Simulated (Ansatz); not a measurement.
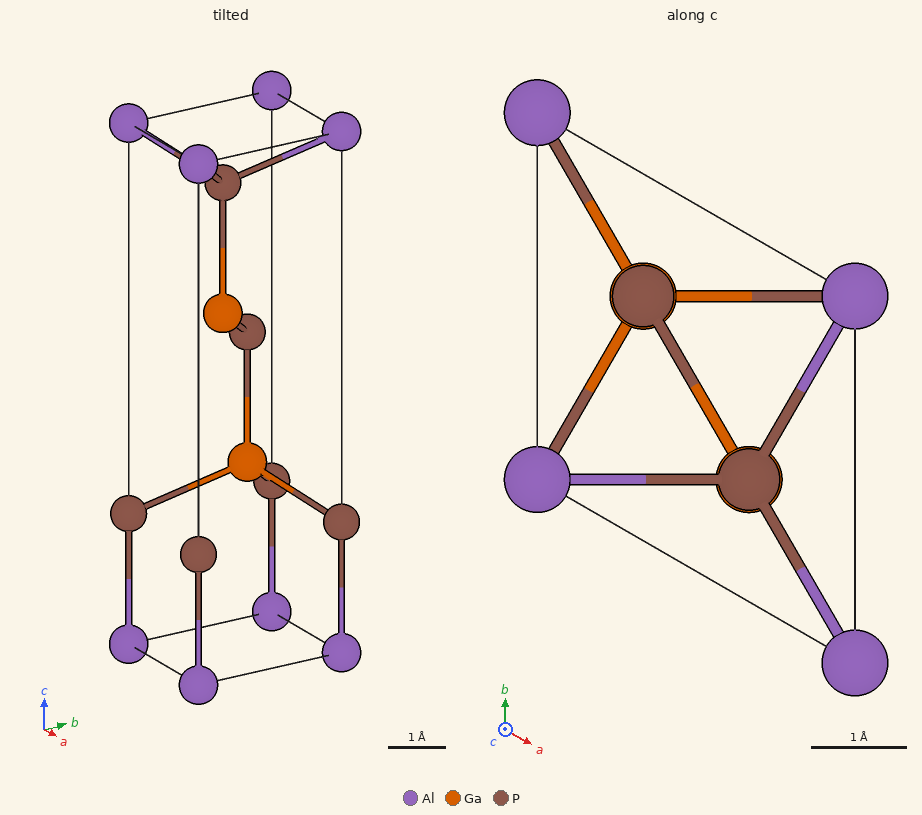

Figure: ball-and-stick view slightly off an axis and along the c axis. The wireframe shows the conventional unit cell.

AlGa₂P₃, space group P3m1 (No. 156), a = 3.861 Å, b = 3.861 Å, c = 9.459 Å, α = 90.00°, β = 90.00°, γ = 120.00°. It goes back to a structure type filled with these elements by a generator (whether the compound takes this form wasn't checked). Earlier steps of the study, as a rule a relaxation of our own, may have changed the cell and positions, so they can lie some per cent off the listed ones. An electronic-structure calculation with Ansatz was run on it.

This one geometry was computed with Ansatz (DFT, plane waves, PAW) at five levels of theory: PBE0, PBE, r2SCAN, PBE with spin-orbit coupling and HSE06. It was relaxed beforehand with r2SCAN.

Q: Which level gives the highest pressure at this volume, and what does that say about its equilibrium volume?

A: Highest: PBE (2.1 GPa) and PBE with spin-orbit coupling (2.1 GPa), which points to the largest equilibrium volume. Lowest, with the smallest volume: PBE0 (0.2 GPa), r2SCAN (0.0 GPa) and HSE06 (0.4 GPa). Levels within 0.5 GPa of each other can't be told apart.

Q: How does the band gap change with the level of theory?

A: PBE with spin-orbit coupling: a gap of 1.57 eV, indirect; PBE: a gap of 1.60 eV, indirect; r2SCAN: a gap of 1.88 eV, indirect; HSE06: a gap of 2.25 eV, indirect; PBE0: a gap of 2.91 eV, indirect.

Q: Collect the results in a table.

A:
| level | cutoff (eV) | k-mesh of the run's cell | gap (eV) | pressure (GPa) |
| --- | --- | --- | --- | --- |
| PBE0 | 420 | 6×6×2 | 2.91 | 0.2 |
| PBE | 420 | 12×12×4 | 1.60 | 2.1 |
| r2SCAN | 500 | 12×12×4 | 1.88 | 0.0 |
| PBE with spin-orbit coupling | 420 | 12×12×4 | 1.57 | 2.1 |
| HSE06 | 420 | 6×6×2 | 2.25 | 0.4 |

Gaps are taken on the k-mesh or band path of each run.
